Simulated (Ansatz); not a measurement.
# BeH2 (Ibam):V_H (site 1), thermodynamic levels from a 72-atom cell, part 2 of 2

Charge states of V_H (site 1) in BeH2 (Ibam), set against the band edges. Model: a cell of 72 host atoms with 1 H taken out.

Ansatz; place-levels on PBEsol runs: charge-transition levels and formation energies with image-charge correction and potential alignment at the atomic sites.

So far. Step 3 (Levels against the band edges, PBEsol): Under PBEsol the gap is 4.83 eV, (+1/0) 3.22, (0/−1) 3.62 eV.

## Step 3: Levels against the band edges, PBEsol (continued)

Charge transition levels, in eV, zero at the valence-band top of the host:

```
      conduction bottom  valence top
V_H1               4.83         0.00
```

```
       level  energy (eV)
V_H1  (+1/0)         3.22
V_H1  (0/−1)         3.62
```

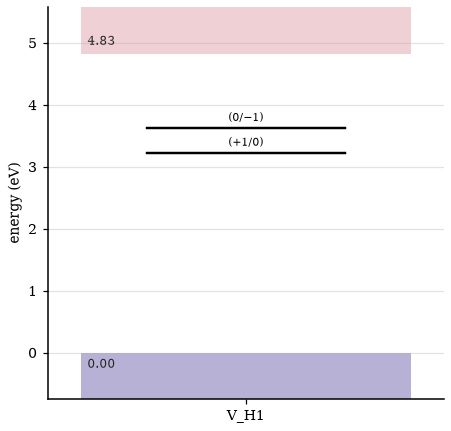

Charge transition levels. Shaded: valence and conduction bands.

## Step 4: Effect of the sampling

The relaxations' own energies give the levels at their sampling, for comparison.

levels.relax_mesh.yaml

```yaml
host:
  run: host.relax.run
  levels_from: { run: edges.relax.run }
states: [qm1.relax.run, q0_M1.relax.run, qp1.relax.run]
chemical_potentials:
  H:
    energy: -15.609288
    dataset: "<sha256 of the dataset>"
```

Started as:

```
> ansatz place-levels levels.relax_mesh.yaml -- --threads 4 --pin off --max-ram 7536MiB
```

Numbers of over 12 decimals in the logs are rounded to 6 here.

The log of the run:

```text
(+1/0) 3.202 eV above the valence edge, 1.625 eV under the conduction edge
(0/-1) 3.559 eV above the valence edge, 1.269 eV under the conduction edge
formation energy of charge +1: -1.408 eV with the Fermi level at the valence edge
formation energy of charge 0: +1.794 eV with the Fermi level at the valence edge
formation energy of charge -1: +5.353 eV with the Fermi level at the valence edge
  edges by pbesol of host.levels_from (edges.relax.run), its mesh sampled to repeats of 31.95 Å (the valence edge +0.218 eV and the conduction edge -0.630 eV from those of the host's own run), gap 4.827 eV; the host is sampled to repeats of 8.53 Å
[... the lines on each state left out ...]
```

It took 0.12 s on 4 threads of Intel Xeon 6975P-C (Granite Rapids), shared host.

Levels between neighbouring charges, in eV above the valence top:

```csv
,gap (eV),(+1/0),(0/−1)
"one point at (¼, ¼, ¼)",4.83,3.20,3.56
a 2×2×2 shifted mesh,4.83,3.22,3.62
```

Going from one point at (¼, ¼, ¼) to a 2×2×2 shifted mesh moves the levels that carry no band-filling term by up to 0.06 eV and formation energies against the elements by up to 0.07 eV.

## Step 5: Placing the levels, r2SCAN

r2SCAN on the same structure is run to see how far the result rests on the functional, though not on the errors that semilocal functionals share; the sampling changes too, to one point at (¼, ¼, ¼), so differences hold both changes.

qm1.r2scan/input.yaml

```yaml
crystal:
  checkpoint: "../qm1.relax.run"
  host: checkpoint
total_charge: -1
basis:
  ecutwfc: 500
  xc_grid: 2
hamiltonian:
  xc: r2scan
kpoints:
  mp_grid: { grid: [1, 1, 1], shift: [0.25, 0.25, 0.25] }
scf:
  occupations: { method: fermi_dirac, width: 0.01 }
  max_iter: 100
output:
  forces: true
  eigenvalues: true
  charged_corrections:
    epsilon: [3.63, 3.74, 3.59]
    static_epsilon: [4.37, 5.16, 5.26]
    defect_position: [0.751455, 0.40254, 0.338096]
  eigenstates: { localisation: true }
  populations: true
  band_densities: [{ bands: [v1, v1] }, { bands: [c1, c1] }]
  write_density: true
  write_potential: true
  volumetric_format: npy
checkpoint:
  write: "../qm1.r2scan.run"
  compress: false
  write_wavefunctions: false
  write_every: 100000
```

Run time: 7.4 s. Hardware: 4 threads; peak memory 1.1 GiB.

levels.r2scan.yaml

```yaml
host:
  run: host.r2scan.run
  levels_from: { run: edges.r2scan.run }
states: [qm1.r2scan.run, q0_M1.r2scan.run, qp1.r2scan.run]
geometry_from:
  qm1.r2scan.run: qm1.relax.run
  q0_M1.r2scan.run: q0_M1.relax.run
  qp1.r2scan.run: qp1.relax.run
  host.r2scan.run: host.relax.run
chemical_potentials:
  H:
    energy: -15.945667
    dataset: "<sha256 of the dataset>"
```

Started as:

```
> ansatz place-levels levels.r2scan.yaml -- --threads 4 --pin off --max-ram 7536MiB
```

The log of the run:

```text
(+1/0) 3.457 eV above the valence edge, 2.119 eV under the conduction edge
(0/-1) 4.199 eV above the valence edge, 1.377 eV under the conduction edge
formation energy of charge +1: -1.708 eV with the Fermi level at the valence edge
formation energy of charge 0: +1.749 eV with the Fermi level at the valence edge
formation energy of charge -1: +5.948 eV with the Fermi level at the valence edge
  edges by r2scan of host.levels_from (edges.r2scan.run), its mesh sampled to repeats of 31.95 Å (the valence edge +0.213 eV and the conduction edge -0.645 eV from those of the host's own run), gap 5.576 eV; the host is sampled to repeats of 8.53 Å
[... the lines on each state left out ...]
```

It took 0.27 s on 4 threads.

Under r2SCAN the gap is 5.58 eV, (+1/0) 3.46, (0/−1) 4.20 eV.

## Step 6: The ladder

Levels between neighbouring charges, in eV above each run's own valence top:

|  | gap (eV) | (+1/0) | (0/−1) | CPU time a state at this stage (restarts are quicker than cold starts) |
| --- | --- | --- | --- | --- |
| PBEsol, 2×2×2 shifted mesh | 4.83 | 3.22 | 3.62 | 56 s |
| r2SCAN on PBEsol structures, (¼, ¼, ¼) | 5.58 | 3.46 | 4.20 | 54 s |

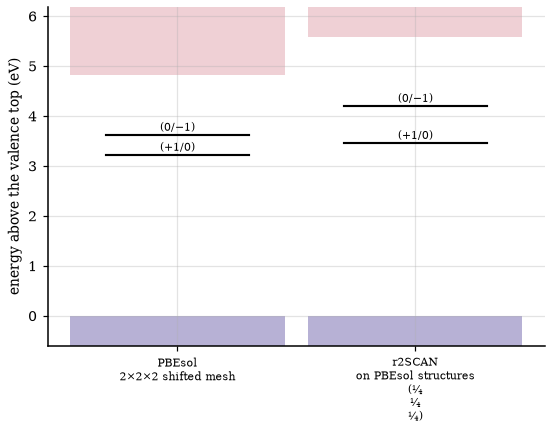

Levels between stable charges at each rung, each against its own band edges (shaded).

## Step 7: What came out

```json
{
  "gap of the host": "4.83 eV (PBEsol)",
  "level (plus 1/0)": "3.22 eV above the valence top",
  "level (0/minus 1)": "3.62 eV above the valence top",
  "lowest of the charges placed, just above the valence top (0.02 eV)": "+1",
  "lowest of the charges placed, just below the conduction bottom (0.02 eV)": "−1",
  "lowest formation energy at mid-gap of the charges run, Be-rich": "0.90 eV",
  "lowest formation energy at mid-gap of the charges run, H-rich": "1.00 eV"
}
```

What this shows: Of the charges placed (−1, 0 and +1), the lowest changes at 3.22 eV (+1/0) and 3.62 eV (0/−1) above the valence top, in a gap of 4.83 eV. Charges above +1 and below −1 were not placed, so these runs say nothing of levels that involve them. States placed: +1 at 0 μB; 0 at 1 μB; −1 at 0 μB. Other spin states or structures, where not listed, weren't placed. Going from one point at (¼, ¼, ¼) to a 2×2×2 shifted mesh moves the levels that carry no band-filling term by up to 0.06 eV and formation energies against the elements by up to 0.07 eV. The program doubts the alignment of potentials for at least one state, a sign that the cell is small. Keep in mind: the images are only 8.0 Å apart; PBEsol makes the gap too small and tends to spread out bound carriers; force components of up to 0.17 eV/Å remain in a run at the final settings.

[Logs are printed without paths, hosts, clocks, repeated set-up lines and the standing remarks that a program may print on its own settings, such as how far it seeks lower states.]

[Hosts, paths, dates, database ids (printed as entryN), source tags and the programs' standing remarks are cut or masked in the printed files.]

[Where a table of states has a column of steps, it counts the stored structures, which are thinned; the runs took as many ionic steps or more.]

[A defect's name tells the site on which it was built; relaxed atoms can leave that site.]

[For some hosts the program warned that the k-mesh of the response run may be too coarse for force constants and the static dielectric constant; such warnings are not shown here.]
